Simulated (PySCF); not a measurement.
**C2HClF2 (SMILES FC(F)=CCl) at CCSD(T)/6-31G(d) (spherical functions)**

Aim: the energy change on altering one bond length of C2HClF2 at CCSD(T)/6-31G* (spherical functions), from 2 runs. Input form: a Python script.

Program for the calculation: PySCF 2.14.0.

3 further runs of the same task are left out: 3 set aside as unsound or not needed.

## 1. The structure to begin with

C2HClF2 has 6 atoms, charge 0, and is taken as a singlet. As SMILES, `FC(F)=CCl`. Geometry: relaxed at PBE0-D4/def2-TZVP.

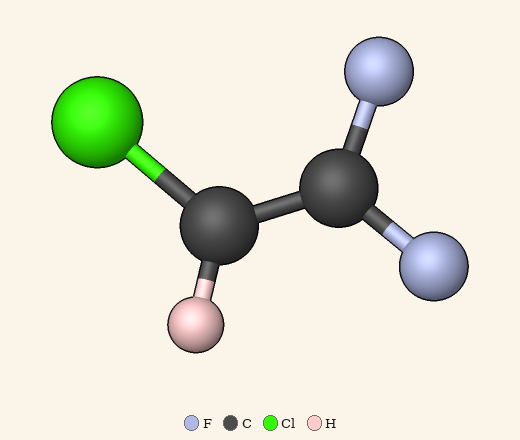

Viewed from a chosen angle; fluorine light blue, carbon dark grey, chlorine green, hydrogen pink.

## 2. A single-point energy at CCSD(T)/6-31G(d) (spherical functions)

File run.py:

```python
from pyscf import gto, scf, cc

mol = gto.M(
    atom=[
    ('F', (0.901010, -0.810380, 1.342040)),
    ('C', (0.267650, -0.562200, 0.220370)),
    ('F', (0.192510, -1.632620, -0.522730)),
    ('C', (-0.218360, 0.626770, -0.086550)),
    ('Cl', (-1.039010, 0.926430, -1.552100)),
    ('H', (-0.103800, 1.452000, 0.598970)),
],
    charge=0,
    max_memory=1860,
    spin=0,
    basis='6-31g*',
    verbose=4,
)

mf = scf.RHF(mol)
mf.conv_tol = 1e-10
mf.kernel()
if not mf.converged:
    mf = mf.newton().run(mf.mo_coeff, mf.mo_occ)

mycc = cc.CCSD(mf, frozen=9)
mycc.kernel()
e_t = mycc.ccsd_t()
e_final = mycc.e_tot + e_t
print('E(%s) = %.9f' % ('CCSD(T)', e_final))
```

Started as:

```sh
OMP_NUM_THREADS=1 python run.py
```

Log:

```text
PySCF version 2.14.0

[INPUT] num. atoms = 6
[INPUT] num. electrons = 48
[INPUT] charge = 0
[INPUT] spin (= nelec alpha-beta = 2S) = 0
[INPUT] symmetry False subgroup None
[INPUT] Mole.unit = angstrom
[INPUT] Symbol           X                Y                Z      unit          X                Y                Z       unit  Magmom
[INPUT]  1 F      0.901010000000  -0.810380000000   1.342040000000 AA    1.702662135494  -1.531396256825   2.536088048211 Bohr   0.0
[INPUT]  2 C      0.267650000000  -0.562200000000   0.220370000000 AA    0.505785197240  -1.062404027230   0.416438946070 Bohr   0.0
[INPUT]  3 F      0.192510000000  -1.632620000000  -0.522730000000 AA    0.363791176240  -3.085204665487  -0.987816537094 Bohr   0.0
[INPUT]  4 C     -0.218360000000   0.626770000000  -0.086550000000 AA   -0.412640596560   1.184423643094  -0.163555796081 Bohr   0.0
[INPUT]  5 Cl    -1.039010000000   0.926430000000  -1.552100000000 AA   -1.963444340684   1.750698973581  -2.933043917937 Bohr   0.0
[INPUT]  6 H     -0.103800000000   1.452000000000   0.598970000000 AA   -0.196153571730   2.743882332868   1.131889256831 Bohr   0.0

nuclear repulsion = 213.574873984327
number of shells = 34
number of NR pGTOs = 163
number of NR cGTOs = 76
basis = 6-31g*
ecp = {}

******** <class 'pyscf.scf.hf.RHF'> ********
method = RHF
initial guess = minao
damping factor = 0
level_shift factor = 0
DIIS = <class 'pyscf.scf.diis.CDIIS'>
diis_start_cycle = 1
diis_space = 8
diis_damp = 0
SCF conv_tol = 1e-10
SCF conv_tol_grad = None
SCF max_cycles = 50
direct_scf = True
direct_scf_tol = 1e-13
Set gradient conv threshold to 1e-05
Initial guess from minao.
init E= -735.604080342329
  HOMO = -0.19967719989394  LUMO = 0.0915722859974029  gap/eV = 7.92530
cycle= 1 E= -734.50141272734  delta_E=  1.1  |g|= 0.736  |ddm|= 2.51
  HOMO = -0.420417280178555  LUMO = 0.0735344943654148  gap/eV = 13.44111
cycle= 2 E= -734.591348903384  delta_E= -0.0899  |g|= 0.422  |ddm|= 0.861
  HOMO = -0.377762041304505  LUMO = 0.16731946668711  gap/eV = 14.83242
cycle= 3 E= -734.625046815995  delta_E= -0.0337  |g|= 0.0585  |ddm|= 0.32
  HOMO = -0.373334061896693  LUMO = 0.176910231363129  gap/eV = 14.97291
cycle= 4 E= -734.626149147555  delta_E= -0.0011  |g|= 0.017  |ddm|= 0.0829
  HOMO = -0.375854576542094  LUMO = 0.173902267031389  gap/eV = 14.95965
cycle= 5 E= -734.626272048273  delta_E= -0.000123  |g|= 0.00478  |ddm|= 0.0314
  HOMO = -0.375802370002666  LUMO = 0.174368917403595  gap/eV = 14.97092
cycle= 6 E= -734.62628520662  delta_E= -1.32e-05  |g|= 0.00135  |ddm|= 0.0123
  HOMO = -0.375583463884213  LUMO = 0.174603275711299  gap/eV = 14.97134
cycle= 7 E= -734.626286454616  delta_E= -1.25e-06  |g|= 0.000547  |ddm|= 0.00382
  HOMO = -0.375620600461402  LUMO = 0.17460384507616  gap/eV = 14.97237
cycle= 8 E= -734.626286571508  delta_E= -1.17e-07  |g|= 0.000139  |ddm|= 0.000971
  HOMO = -0.375613625442941  LUMO = 0.174622274049342  gap/eV = 14.97268
cycle= 9 E= -734.626286584486  delta_E= -1.3e-08  |g|= 5.64e-05  |ddm|= 0.000343
  HOMO = -0.37561402175442  LUMO = 0.174621196524136  gap/eV = 14.97266
cycle= 10 E= -734.626286586128  delta_E= -1.64e-09  |g|= 1.51e-05  |ddm|= 0.000112
  HOMO = -0.375615906233555  LUMO = 0.174620036345786  gap/eV = 14.97268
cycle= 11 E= -734.62628658628  delta_E= -1.52e-10  |g|= 3.26e-06  |ddm|= 3.93e-05
  HOMO = -0.375615609468551  LUMO = 0.174620292538183  gap/eV = 14.97268
cycle= 12 E= -734.626286586286  delta_E= -6.14e-12  |g|= 1.14e-06  |ddm|= 6.98e-06
  HOMO = -0.375615724265203  LUMO = 0.174620126593064  gap/eV = 14.97268
Extra cycle  E= -734.626286586287  delta_E= -4.55e-13  |g|= 6.46e-07  |ddm|= 1.45e-06
converged SCF energy = -734.626286586287

******** <class 'pyscf.cc.ccsd.CCSD'> ********
CC2 = 0
CCSD nocc = 15, nmo = 67
frozen orbitals 9
max_cycle = 50
direct = 0
conv_tol = 1e-07
conv_tol_normt = 1e-05
diis_space = 6
diis_start_cycle = 0
diis_start_energy_diff = 1e+09
Init t2, MP2 energy = -735.337984600519  E_corr(MP2) -0.711698014232002
Init E_corr(CCSD) = -0.711698014232095
cycle = 1  E_corr(CCSD) = -0.716646995333817  dE = -0.0049489811  norm(t1,t2) = 0.0700686
cycle = 2  E_corr(CCSD) = -0.734879829550371  dE = -0.0182328342  norm(t1,t2) = 0.0232488
cycle = 3  E_corr(CCSD) = -0.735142327436494  dE = -0.000262497886  norm(t1,t2) = 0.0116373
cycle = 4  E_corr(CCSD) = -0.737881322802436  dE = -0.00273899537  norm(t1,t2) = 0.00470959
cycle = 5  E_corr(CCSD) = -0.737939737179103  dE = -5.84143767e-05  norm(t1,t2) = 0.000907821
cycle = 6  E_corr(CCSD) = -0.73782695056684  dE = 0.000112786612  norm(t1,t2) = 0.000354566
cycle = 7  E_corr(CCSD) = -0.737817524719781  dE = 9.42584706e-06  norm(t1,t2) = 7.90861e-05
cycle = 8  E_corr(CCSD) = -0.737821310019206  dE = -3.78529942e-06  norm(t1,t2) = 3.65717e-05
cycle = 9  E_corr(CCSD) = -0.737822595700703  dE = -1.2856815e-06  norm(t1,t2) = 1.7448e-05
cycle = 10  E_corr(CCSD) = -0.737822513901041  dE = 8.17996622e-08  norm(t1,t2) = 5.14359e-06
CCSD converged
E(CCSD) = -735.3641091001876  E_corr = -0.7378225139010413
CCSD(T) correction = -0.0210927885836762
E(CCSD(T)) = -735.385201889
```

Run time: 16 s. Hardware: 1 thread of Intel Xeon at 2.70GHz, shared host; peak memory 0.3 GiB.

## 3. The distorted shape, same level

File run.py:

```python
from pyscf import gto, cc

mol = gto.M(
    atom='''
F    0.973904  -0.988707   1.388073
C    0.340544  -0.740527   0.266403
F    0.265404  -1.810947  -0.476697
C   -0.218360   0.626770  -0.086550
Cl  -1.039010   0.926430  -1.552100
H   -0.103800   1.452000   0.598970
''',
    verbose=3,
    max_memory=1860,
    basis='6-31g*',
)

mf = mol.RHF()
mf.conv_tol = 1e-10
mf.kernel()
if not mf.converged:
    mf = mf.newton().run(mf.mo_coeff, mf.mo_occ)

mycc = cc.CCSD(mf, frozen=9)
mycc.kernel()
e_t = mycc.ccsd_t()
e_tot = mycc.e_tot + e_t
print(f'total energy: {e_tot:.8f} hartree')
```

Started as:

```sh
OMP_NUM_THREADS=1 python run.py
```

Log:

```text
converged SCF energy = -734.583396884122
E(CCSD) = -735.3342167788568  E_corr = -0.7508198947349385
CCSD(T) correction = -0.0244378167237323
total energy: -735.35865460 hartree
```

Wall time 17 s (1 thread of Intel Xeon at 2.70GHz, shared host); peak memory 0.32 GiB.

## 4. Outcome

At CCSD(T)/6-31G* (spherical functions), 9 core orbitals frozen:

| quantity | value |
| --- | --- |
| first shape: total energy | -735.38520 Eh |
| first shape: dipole moment (Hartree–Fock density) | 1.19 D |
| first shape: HOMO energy (Hartree–Fock orbitals) | -10.22 eV |
| first shape: LUMO energy (Hartree–Fock orbitals) | 4.75 eV |
| first shape: HOMO–LUMO gap (Hartree–Fock orbitals) | 14.97 eV |
| first shape: correlation energy (9 core orbitals frozen) | -758.9 mEh |
| first shape: (T) correction | -21.09 mEh |
| first shape: T1 diagnostic | 0.012 |
| distorted shape: total energy | -735.35865 Eh |
| distorted shape: dipole moment (Hartree–Fock density) | 1.11 D |
| distorted shape: HOMO energy (Hartree–Fock orbitals) | -9.26 eV |
| distorted shape: LUMO energy (Hartree–Fock orbitals) | 3.44 eV |
| distorted shape: HOMO–LUMO gap (Hartree–Fock orbitals) | 12.70 eV |
| distorted shape: correlation energy (9 core orbitals frozen) | -775.3 mEh |
| distorted shape: (T) correction | -24.44 mEh |
| distorted shape: T1 diagnostic | 0.014 |
| energy change with the C2–C4 bond stretched from 1.321 to 1.519 Å | 0.722 eV |

What this shows: With the C2–C4 bond stretched from 1.321 to 1.519 Å the energy rises by 0.72 eV (69.7 kJ/mol). The first shape isn't relaxed at this level, so the change isn't measured from a minimum. The triples (first shape) make up 2.8 % of the correlation energy. The triples (distorted shape) make up 3.2 % of the correlation energy.
